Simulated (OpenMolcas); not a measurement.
Tm³⁺ complex: multiconfigurational calculation

- system: Tm³⁺ with 6 ligands (Br; octahedron, 2.79 Å), neutralised by 6 outer point charges of +0.5 e, whose field is part of the energies.
- method: state-averaged CASSCF, active space 12 electrons in the shell 4f, basis ANO-RCC-VDZP on the metal and ANO-RCC-VDZP on the ligands, DKH2 scalar Hamiltonian, spin-orbit coupling by RASSI with atomic mean-field integrals (OpenMolcas)

## Input
```
&GATEWAY
Coord
7

Tm 0.0 0.0 0.0
Br 2.790000 0.000000 0.000000
Br 0.000000 2.790000 0.000000
Br -2.790000 0.000000 0.000000
Br 0.000000 -2.790000 0.000000
Br 0.000000 0.000000 2.790000
Br 0.000000 0.000000 -2.790000
Basis=Tm.ANO-RCC-VDZP,Br.ANO-RCC-VDZP
Group=XYZ
NoMove
AngMom=0.0 0.0 0.0
AMFI
RICD
XField
3 Angstrom 0
5.190000 0.000000 0.000000 0.500000
0.000000 5.190000 0.000000 0.500000
0.000000 0.000000 5.190000 0.500000
&SEWARD
&RASSCF
FileOrb=start.orb
Symmetry=1
Spin=3
nActEl=12 0 0
Inactive=69 66
Ras2=0 7
CIRoot=21 21 1
SDav=21
CIMx=300
Iter=150 100
PrWF=0.3
OrbListing=Nothing
MaxOrb=0
LevShft=1.0
>>> COPY $Project.JobIph JOB001
&RASSCF
FileOrb=start.orb
Symmetry=1
Spin=1
nActEl=12 0 0
Inactive=69 66
Ras2=0 7
CIRoot=28 28 1
SDav=28
CIMx=300
Iter=150 100
PrWF=0.3
OrbListing=Nothing
MaxOrb=0
CIOnly
LevShft=1.0
>>> COPY $Project.JobIph JOB002
&RASSI
NrOfJobIphs=2 21 27
1 2 3 4 5 6 7 8 9 10 11 12 13 14 15 16 17 18 19 20 21
1 2 3 4 5 6 7 8 9 10 11 12 13 14 15 16 17 18 19 20 21 22 23 24 25 26 27
IphNames
JOB001
JOB002
EJob
SpinOrbit
DIPRint=1.0
SOCoupling=1000.0
Subsets=2
Property=9
'ANGMOM' 1 'ANGMOM' 2 'ANGMOM' 3 'MLTPL  1' 1 'MLTPL  1' 2 'MLTPL  1' 3
'AMFI' 1 'AMFI' 2 'AMFI' 3
SOProperty=3
'ANGMOM' 1 'ANGMOM' 2 'ANGMOM' 3
```

The file start.orb holds starting orbitals from an earlier step. A driver script formed the levels outside the program, from RASSI's spin-orbit matrix and the active-space energies, averaged over the components of each term or state.

Hardware: 1 thread of Arm Neoverse V1, 24 GiB of memory available, shared host.

Run as:
```bash
OMP_NUM_THREADS=1 MOLCAS_MEM=2457 MOLCAS_PROJECT=a pymolcas a.inp > a.log  # once for each step of the input, in one work folder
```

## Log (extracts)
```
--- SEWARD ---
Basis set label: TM.ANO-RCC...7S6P4D2F1G.

      Electronic valence basis set:
      ------------------
      Associated Effective Charge  69.000000 au
      Associated Actual Charge     69.000000 au
      Nuclear Model: Point charge

      Shell  nPrim  nBasis  Cartesian Spherical Contaminant
         s      25       7        X
         p      22       6        X
         d      15       4                 X
         f      11       2                 X
         g       4       1                 X
                  Relativistic Douglas-Kroll-Hess integrals:
                    - DKH order of Hamiltonian: 2
                    - DKH order of Properties : 0
                  Atomic mean-field integrals
--- RASSCF ---
Wave function specifications:
      -----------------------------

      Number of closed shell electrons         270
      Number of electrons in active shells      12
      Max number of holes in RAS1 space          0
      Max nr of electrons in RAS3 space          0
      Number of inactive orbitals              135
      Number of active orbitals                  7
      Number of secondary orbitals              88
      Spin quantum number                      1.0
      State symmetry                             1
Orbital specifications:
      -----------------------

      Symmetry species                           1   2
                                                ag  au
      Frozen orbitals                            0   0
      Inactive orbitals                         69  66
      Active orbitals                            0   7
      RAS1 orbitals                              0   0
      RAS2 orbitals                              0   7
      RAS3 orbitals                              0   0
      Secondary orbitals                        48  40
      Deleted orbitals                           0   0
      Number of basis functions                117 113
      Number of CSFs                            21
      Number of root(s) required                21
      Iter CI   SX   CI       RASSCF       Energy    max ROT     max BLB   max BLB  Level Ln srch  Step   QN
          iter iter root      energy       change     param      element    value   shift minimum  type update
 Nr of preliminary CI iterations:   1
      Total energies have been shifted. Add               -29000.00 au
        1   1   15    0  -181.53601471    0.00E+00  -4.11E-02   70  77 2  4.02E-01*  1.88   0.00    SX    NO
        2   1   15    0  -181.84807261   -3.12E-01* -3.71E-02   70  77 2 -1.74E-01*  1.36   0.00    SX    NO
        3   1   15    0  -181.96889388   -1.21E-01* -2.67E-02   64  72 1  1.15E-01*  1.50   0.00    SX    NO
        4   1   14    0  -182.01322847   -4.43E-02* -1.97E-02   64  72 1  7.85E-02*  1.32   0.00    SX    NO
        5   1   14    0  -182.03329857   -2.01E-02*  2.61E-02   64  72 1  5.80E-02*  1.38   1.25    QN   YES
        6   1   13    0  -182.04671922   -1.34E-02* -1.32E-02   64  72 1  2.41E-02*  1.33   1.54    LS   YES
        7   1   13    0  -182.04865001   -1.93E-03*  3.25E-03   68  75 2  1.37E-02*  1.31   1.07    QN   YES
        8   1   13    0  -182.04994831   -1.30E-03* -3.61E-03   19  81 2 -8.08E-03*  1.30   2.15    LS   YES
        9   1   12    0  -182.05046580   -5.17E-04*  1.49E-03   70  77 2 -1.11E-02*  1.30   1.03    QN   YES
       10   1   11    0  -182.05070118   -2.35E-04*  7.78E-04   14  89 1  2.58E-03*  1.30   1.53    LS   YES
        ...
       19   1    7    0  -182.05079093   -4.06E-08* -1.97E-05   68  75 2 -5.96E-05   1.30   0.96    QN   YES
       20   1    7    0  -182.05079096   -3.23E-08*  1.88E-05   25  70 1 -2.76E-05   1.30   1.95    LS   YES
       21   1    7    0  -182.05079097   -1.09E-08*  1.60E-05    7  84 2 -3.64E-05   1.30   1.23    QN   YES
       22   1    6    0  -182.05079098   -6.90E-09  -1.47E-05   64  72 1 -1.56E-05   1.30   1.41    QN   YES
      Convergence after 22 iterations
       23   1    6    0  -182.05079098   -1.52E-09  -1.47E-05    7  84 2  6.18E-06   1.30   1.41    QN   YES
      Natural orbitals and occupation numbers for root  1
      sym 2:   1.725980   1.932264   1.341756   2.000000   1.725980   1.932264   1.341756
      Natural orbitals and occupation numbers for root  2
      sym 2:   1.934162   2.000000   1.934162   1.344613   1.721225   1.721225   1.344613
      Natural orbitals and occupation numbers for root  3
      sym 2:   1.345410   1.936365   1.718225   1.718225   1.936365   1.345410   2.000000
::    RASSCF root number  1 Total energy: -29182.08712947
::    RASSCF root number  2 Total energy: -29182.08712947
::    RASSCF root number  3 Total energy: -29182.08712947
::    RASSCF root number  4 Total energy: -29182.08698635
::    RASSCF root number  5 Total energy: -29182.08698635
::    RASSCF root number  6 Total energy: -29182.08685754
::    RASSCF root number  7 Total energy: -29182.08685754
::    RASSCF root number  8 Total energy: -29182.08685754
::    RASSCF root number  9 Total energy: -29182.08645606
::    RASSCF root number 10 Total energy: -29182.08645606
::    RASSCF root number 11 Total energy: -29182.08645606
::    RASSCF root number 12 Total energy: -29182.05085055
::    RASSCF root number 13 Total energy: -29182.05085055
::    RASSCF root number 14 Total energy: -29182.05085055
::    RASSCF root number 15 Total energy: -29182.05081383
::    RASSCF root number 16 Total energy: -29182.05071423
::    RASSCF root number 17 Total energy: -29182.05071423
::    RASSCF root number 18 Total energy: -29182.05071423
::    RASSCF root number 19 Total energy: -29181.91860017
::    RASSCF root number 20 Total energy: -29181.91860017
::    RASSCF root number 21 Total energy: -29181.91860017
--- RASSCF ---
Wave function specifications:
      -----------------------------

      Number of closed shell electrons         270
      Number of electrons in active shells      12
      Max number of holes in RAS1 space          0
      Max nr of electrons in RAS3 space          0
      Number of inactive orbitals              135
      Number of active orbitals                  7
      Number of secondary orbitals              88
      Spin quantum number                      0.0
      State symmetry                             1
Orbital specifications:
      -----------------------

      Symmetry species                           1   2
                                                ag  au
      Frozen orbitals                            0   0
      Inactive orbitals                         69  66
      Active orbitals                            0   7
      RAS1 orbitals                              0   0
      RAS2 orbitals                              0   7
      RAS3 orbitals                              0   0
      Secondary orbitals                        48  40
      Deleted orbitals                           0   0
      Number of basis functions                117 113
      Number of CSFs                            28
      Number of root(s) required                28
      Iter CI   SX   CI       RASSCF       Energy    max ROT     max BLB   max BLB  Level Ln srch  Step   QN
          iter iter root      energy       change     param      element    value   shift minimum  type update
 Nr of preliminary CI iterations:   1
        1   1    0    0-29181.96613375    0.00E+00   0.00E+00   69  76 2 -7.89E-03*  0.00   0.00    SX    NO
      Natural orbitals and occupation numbers for root  1
      sym 2:   1.964466   1.964579   2.000000   1.191155   1.844656   1.844236   1.190908
      Natural orbitals and occupation numbers for root  2
      sym 2:   1.189834   1.999999   1.842243   1.846474   1.963995   1.192321   1.965134
      Natural orbitals and occupation numbers for root  3
      sym 2:   1.850387   1.961177   1.188427   1.961184   1.850410   2.000000   1.188415
::    RASSCF root number  1 Total energy: -29182.04654400
::    RASSCF root number  2 Total energy: -29182.04654400
::    RASSCF root number  3 Total energy: -29182.04654400
::    RASSCF root number  4 Total energy: -29182.04561294
::    RASSCF root number  5 Total energy: -29182.04561294
::    RASSCF root number  6 Total energy: -29182.04557997
::    RASSCF root number  7 Total energy: -29182.04557997
::    RASSCF root number  8 Total energy: -29182.04557997
::    RASSCF root number  9 Total energy: -29182.04553158
::    RASSCF root number 10 Total energy: -29181.96015944
::    RASSCF root number 11 Total energy: -29181.96015944
::    RASSCF root number 12 Total energy: -29181.95961471
::    RASSCF root number 13 Total energy: -29181.95961471
::    RASSCF root number 14 Total energy: -29181.95961471
::    RASSCF root number 15 Total energy: -29181.93326831
::    RASSCF root number 16 Total energy: -29181.93326831
::    RASSCF root number 17 Total energy: -29181.93321880
::    RASSCF root number 18 Total energy: -29181.93321880
::    RASSCF root number 19 Total energy: -29181.93321880
::    RASSCF root number 20 Total energy: -29181.93303247
::    RASSCF root number 21 Total energy: -29181.93266818
::    RASSCF root number 22 Total energy: -29181.93266818
::    RASSCF root number 23 Total energy: -29181.93266818
::    RASSCF root number 24 Total energy: -29181.93254231
::    RASSCF root number 25 Total energy: -29181.93254231
::    RASSCF root number 26 Total energy: -29181.93254231
::    RASSCF root number 27 Total energy: -29181.93243656
::    RASSCF root number 28 Total energy: -29181.71216074
--- RASSI ---
SPIN-FREE ENERGIES:
  (Shifted by EMIN (a.u.) =     -29182.0871294673)

 SF State       Relative EMIN(au)   Rel lowest level(eV)    D:o, cm**(-1)

     1             0.0000000000        0.0000000000              0.0000
     2             0.0000000000        0.0000000000              0.0000
     3             0.0000000000        0.0000000000              0.0000
     4             0.0001431192        0.0038944720             31.4110
     5             0.0001431192        0.0038944720             31.4110
     6             0.0002719306        0.0073996095             59.6819
     7             0.0002719306        0.0073996095             59.6819
     8             0.0002719306        0.0073996095             59.6819
     9             0.0006734118        0.0183244677            147.7968
    10             0.0006734118        0.0183244677            147.7968
    11             0.0006734118        0.0183244677            147.7968
    12             0.0362789199        0.9871997025           7962.3026
    13             0.0362789199        0.9871997025           7962.3026
    14             0.0362789199        0.9871997025           7962.3026
    15             0.0363156410        0.9881989327           7970.3619
    16             0.0364152357        0.9909090447           7992.2204
    17             0.0364152357        0.9909090447           7992.2204
    18             0.0364152357        0.9909090447           7992.2204
    22             0.0405855217        1.1043883073           8907.4924
    23             0.0405855217        1.1043883073           8907.4924
    24             0.0405855217        1.1043883073           8907.4924
    25             0.0415165793        1.1297236745           9111.8359
    26             0.0415165793        1.1297236745           9111.8359
    27             0.0415495484        1.1306208086           9119.0718
    28             0.0415495484        1.1306208086           9119.0718
    29             0.0415495484        1.1306208086           9119.0718
    30             0.0415979448        1.1319377427           9129.6936
    31             0.1269700777        3.4550318264          27866.7110
    32             0.1269700777        3.4550318264          27866.7110
    33             0.1275148116        3.4698547894          27986.2663
    34             0.1275148116        3.4698547894          27986.2663
    35             0.1275148116        3.4698547894          27986.2663
    36             0.1538612161        4.1867769806          33768.6337
    37             0.1538612161        4.1867769806          33768.6337
    38             0.1539107183        4.1881240039          33779.4982
    39             0.1539107183        4.1881240039          33779.4982
    40             0.1539107183        4.1881240039          33779.4982
    41             0.1540970496        4.1931943359          33820.3932
    42             0.1544613450        4.2031073184          33900.3468
    43             0.1544613450        4.2031073184          33900.3468
Eigenvalues of complex Hamiltonian:
   -----------------------------------
  (Shifted by EMIN (a.u.) =     -29182.0871294673)

 SO State       Relative EMIN(au)   Rel lowest level(eV)    D:o, cm**(-1)

     1            -0.0319187914        0.0000000000              0.0000
     2            -0.0318473378        0.0019443504             15.6822
     3            -0.0318473378        0.0019443507             15.6822
     4            -0.0318473378        0.0019443505             15.6822
     5            -0.0317667642        0.0041368702             33.3661
     6            -0.0317667642        0.0041368705             33.3661
     7            -0.0317667642        0.0041368709             33.3661
     8            -0.0316486475        0.0073509899             59.2897
     9            -0.0314085027        0.0138856628            111.9954
    10            -0.0314085026        0.0138856641            111.9954
    11            -0.0314085027        0.0138856621            111.9954
    12            -0.0313761750        0.0147653428            119.0905
    13            -0.0313761750        0.0147653446            119.0905
    14            -0.0014028490        0.8303810949           6697.4752
    15            -0.0014028490        0.8303810948           6697.4752
    16            -0.0014028490        0.8303810947           6697.4752
    17            -0.0009439164        0.8428692878           6798.1993
    18            -0.0009439164        0.8428692873           6798.1993
    19            -0.0009157276        0.8436363447           6804.3860
    20            -0.0009157276        0.8436363445           6804.3860
    21            -0.0009157276        0.8436363443           6804.3860
    22            -0.0008697353        0.8448878579           6814.4801
    23             0.0062478119        1.0385661841           8376.6012
    24             0.0062478119        1.0385661840           8376.6012
    25             0.0062478119        1.0385661840           8376.6012
    26             0.0063037495        1.0400883242           8388.8781
    27             0.0063037496        1.0400883256           8388.8781
    28             0.0064809708        1.0449107613           8427.7737
    29             0.0064809708        1.0449107601           8427.7736
    30             0.0064809708        1.0449107609           8427.7737
    31             0.0066406044        1.0492546118           8462.8092
    32             0.0066406044        1.0492546133           8462.8092
    33             0.0066406045        1.0492546142           8462.8092
    34             0.0288937858        1.6547945271          13346.8180
    35             0.0288937858        1.6547945270          13346.8180
    36             0.0289653089        1.6567407689          13362.5155
    37             0.0289653089        1.6567407688          13362.5155
    38             0.0289653089        1.6567407689          13362.5155
    39             0.0290735864        1.6596871492          13386.2796
    40             0.0290735863        1.6596871483          13386.2796
    41             0.0290735863        1.6596871481          13386.2796
Weights of the five most important spin-orbit-free states for each spin-orbit state.

 SO State  Total energy (au)           Spin-free states, spin, and weights
 -------------------------------------------------------------------------------------------------------
    1        -0.031919       1 1.0  0.3312    3 1.0  0.3312    2 1.0  0.3312   48 0.0  0.0064   30 0.0  0.0000
    2        -0.031847       1 1.0  0.2890    3 1.0  0.2837    4 1.0  0.2579    6 1.0  0.0452    5 1.0  0.0425
    3        -0.031847       2 1.0  0.2907    3 1.0  0.2579    5 1.0  0.2533    8 1.0  0.0517    4 1.0  0.0470
    4        -0.031847       2 1.0  0.2820    1 1.0  0.2595    5 1.0  0.1548    4 1.0  0.1456    6 1.0  0.0528
    5        -0.031767       4 1.0  0.3798    7 1.0  0.1573    8 1.0  0.1569    3 1.0  0.1204    2 1.0  0.1196
    6        -0.031767       5 1.0  0.2088    4 1.0  0.2021    6 1.0  0.1635    1 1.0  0.1194    2 1.0  0.1181
    7        -0.031767       5 1.0  0.3765    6 1.0  0.1507    1 1.0  0.1206    3 1.0  0.1171    7 1.0  0.0903
    8        -0.031649       6 1.0  0.3312    8 1.0  0.3312    7 1.0  0.3312   41 0.0  0.0065   12 1.0  0.0000
    9        -0.031409       9 1.0  0.3316   11 1.0  0.3154    6 1.0  0.1269    7 1.0  0.0783    8 1.0  0.0487
   10        -0.031409      10 1.0  0.3321   11 1.0  0.3268    8 1.0  0.1240    7 1.0  0.1233    4 1.0  0.0674
   11        -0.031409       9 1.0  0.3273   10 1.0  0.3150    6 1.0  0.1204    8 1.0  0.0812    5 1.0  0.0673
   12        -0.031376       9 1.0  0.4776   10 1.0  0.1870    7 1.0  0.1145    8 1.0  0.1067   11 1.0  0.0727
```

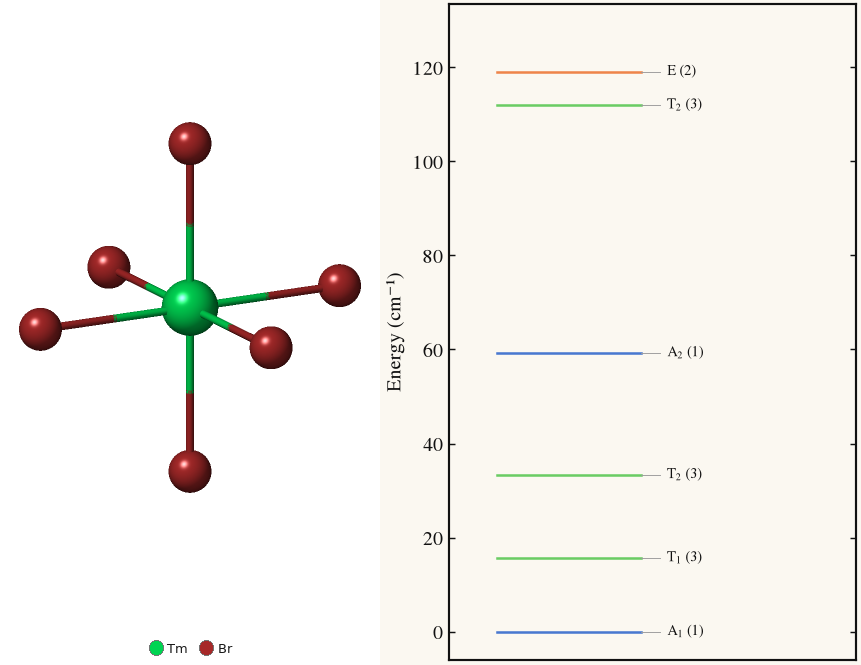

Tm³⁺ (4f¹²) with 6 ligands, Br⁻, at 2.79 Å (arrangement: octahedron, Oh), neutralised by outer point charges of +0.5 e, and its levels. Labels give the representation in O, Td, D4 or D3 as the site allows (double group for half-integer spin) where it could be assigned and, in brackets, the degeneracy; spin-free states, where drawn, share the zero of the spin-orbit levels. The ground level is A₁, non-degenerate, 99 % from states of spin multiplicity 3 (of the 28 states of multiplicity 1, 27 enter the spin-orbit step). The next level lies at 16 cm⁻¹ (T₁). The lowest J multiplet spreads over 119 cm⁻¹. The active orbitals hold 100 % metal character (Löwdin), and the Mulliken charge of the metal is +1.78.

## Results in brief

```tsv
quantity	value
outcome	converged
energy of the lowest spin-free term	−29182.08713 hartree
energy of the lowest spin-orbit level	−29182.11905 hartree
largest spread among components of a term	0.0 cm⁻¹
wall time	95 s
peak memory	0.6 GiB
```

## Notes

Without dynamic correlation the splittings between terms come out too large, often by 20 to 50 %. Limits: covalent bonds, ligand orbitals missing from the active space; distances are set from ionic radii, not optimised.
